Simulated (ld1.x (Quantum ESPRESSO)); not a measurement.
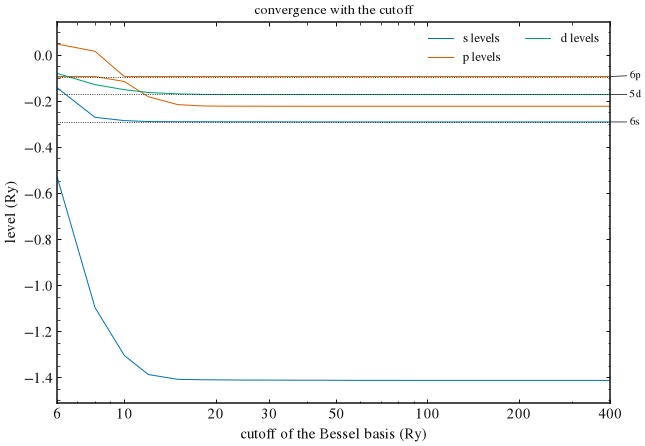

The pseudo-atom Hamiltonian at the reference potential is diagonalised in spherical Bessel functions (20 bohr box) up to the cutoff. Curves: the lowest levels of each channel that holds a bound state. Dotted lines: the all-electron valence levels.

```yaml
element: Eu (Z = 63)
generator: ld1.x (Quantum ESPRESSO) 7.5
type: norm-conserving Troullier–Martins (Kleinman–Bylander form)
functional: LDA (PZ)
relativity: scalar-relativistic
frozen_core: [Xe] 4f6
valence_charge: 3
reference_configuration: 5d1.5 6s1.5 6p0
partial_waves: 6s (bound): rc 2.45 bohr; 6p (bound, empty): rc 4.20 bohr; 5d (bound): rc 2.75 bohr
local_potential: the d channel
core_correction: a·sin(br)/r model core inside 2.55 bohr
```

Does every curve settle on an all-electron level?

Ghost states below the valence levels: s at -19.2 eV, p at -3.0 eV. A ghost is a curve that settles on no dotted line: a bound state with no counterpart among the valence levels. In Ry: s -1.41, p -0.22.

Does the ghost need a high cutoff to show?

The lowest s curve lies clearly below the lowest valence level of its channel already at the lowest cutoff, 6 Ry, and ends at -1.41 Ry.

Read the all-electron valence levels.

6s: -0.29 Ry; 6p: -0.09 Ry; 5d: -0.17 Ry.
